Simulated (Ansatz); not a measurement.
## Scan of one atom of the cell for TiCo (CsCl type)

Starting cell, TiCo (CsCl type):

```xyz
2
Lattice="2.9858 0.0000 0.0000 0.0000 2.9858 0.0000 0.0000 0.0000 2.9858" Properties=species:S:1:pos:R:3 pbc="T T T"
Ti     0.0000     0.0000     0.0000
Co     1.4929     1.4929     1.4929
```

In each cell atom 2 (Co, nearest neighbour Ti at 2.586 Å; its periodic images, 3.0 Å or more away, move with it) moves by s·(-0.577, -0.577, -0.577) (towards the nearest neighbour), the rest being held.

These are PBE (plane waves to 420 eV, PAW, scalar-relativistic; Ansatz, a program for electronic structure) values and carry that method's errors. k mesh 13×13×13 (Γ-centred), Fermi-Dirac smearing 0.05 eV. Energies are smeared free energies. Left out: 2 of 11 points, with atoms too close for the PAW data. The magnetic moment jumps within the scan, so the points may not all belong to one state, and nothing is fitted. With partly filled bands, energies and forces of such displacements shift with the k mesh and the smearing. Relaxed TiCo ends ferromagnetic. TiCo was relaxed with its symmetry unable to fall. Other magnetic orders were not checked, so this need not be the ground state. The zero of ΔE is the undisplaced structure.

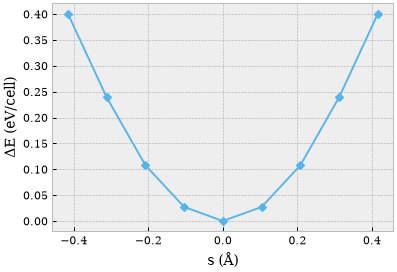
Figure. ΔE (eV/cell) against s (Å); markers are the computed points, lines only join them.

The force along the line at s = -0.416 Å is 1.83 eV/Å. The energy at s = 0.416 Å comes out as 401 meV/cell.

(A displaced cell: forces are minus the slopes of the energy, force constants its curvatures, and phonons follow from these.)
